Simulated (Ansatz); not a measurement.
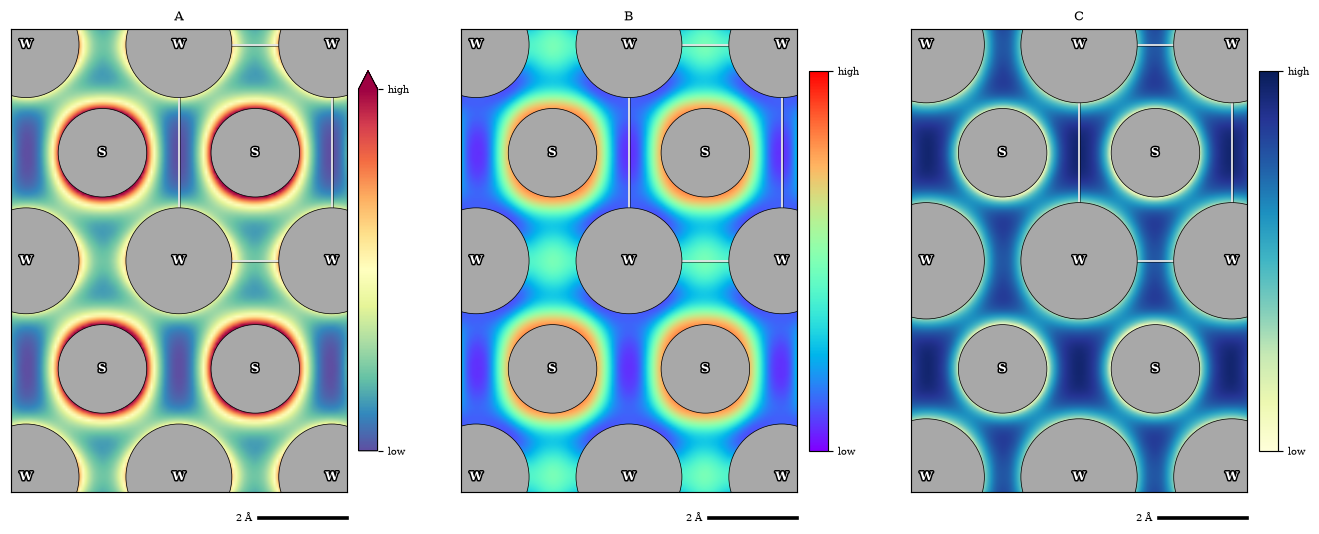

WS: 3 fields on the (011) plane of the conventional cell, with unlabelled colour scales. Grey discs cover the atomic cores.

Space group Pm-3m; a structure from a database of computed crystals, not necessarily the ambient phase; a generated structure, not necessarily the stable one; computed pressure about −39 GPa in this cell.

The calculation used Kohn-Sham DFT of a periodic cell, PBE0, Ansatz PAW in Ansatz.

**Match the panels to the quantities (electron localisation function, electrostatic potential energy of an electron and valence pseudo-density).**

Panel A: valence pseudo-density. Panel B: electron localisation function. Panel C: electrostatic potential energy of an electron (low next to the atoms, rising into the space between them). From the grid: W–S (2.98 Å): ρ is about 0.21 e/Å³ halfway; the ELF peaks at about 0.85 in the valence shell of S, 0.8 Å from its nucleus, and is about 0.30 at the midpoint.
